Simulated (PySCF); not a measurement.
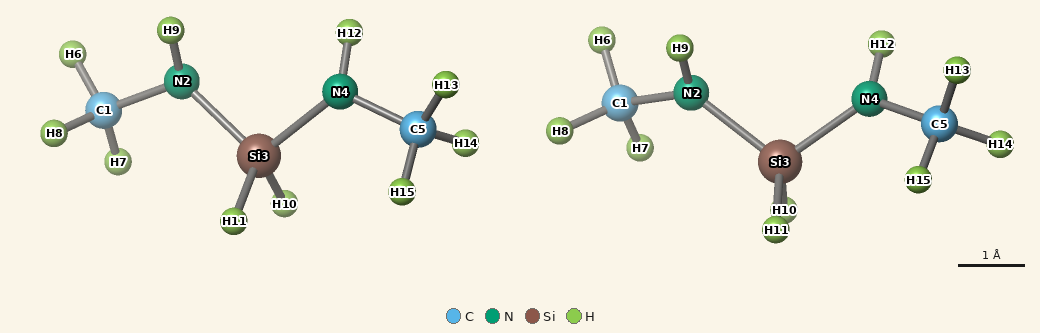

Two geometries of C2H10N2Si, drawn at one scale. One is the start of a relaxation, the other its converged end. Style: ball-and-stick. Shown at a tilt.

Level of theory: PBE0-D3(BJ)/def2-SVP geometry optimisation, gas phase in PySCF. 

### Which geometry has the lower energy?

The right one is the relaxed one. The start comes from GFN2-xTB. Its atoms were then displaced at random by about 0.01 Å. The largest move after the best rigid fit is that of H12, 0.54 Å. By element the largest moves are H 0.54 Å, N 0.38 Å, C 0.12 Å, Si 0.09 Å. Near-neighbour distances that change, for instance: Si3–N4 1.763 → 1.725 Å, Si3–H10 1.466 → 1.503 Å, C1–H7 1.065 → 1.101 Å, N4–C5 1.408 → 1.440 Å. Bond angles that change, for instance: C1–N2–Si3 120.0° → 126.8°, Si3–N4–C5 121.5° → 126.8°, N2–Si3–N4 104.1° → 108.1°. Groups turn about Si3–N4 by about 25°, N2–Si3 by about 25°. The energy falls by 6.91 kcal/mol in 11 geometry steps. The run took 59 s on 1 thread of Intel(R) Xeon(R) Platinum 8488C (shared host).
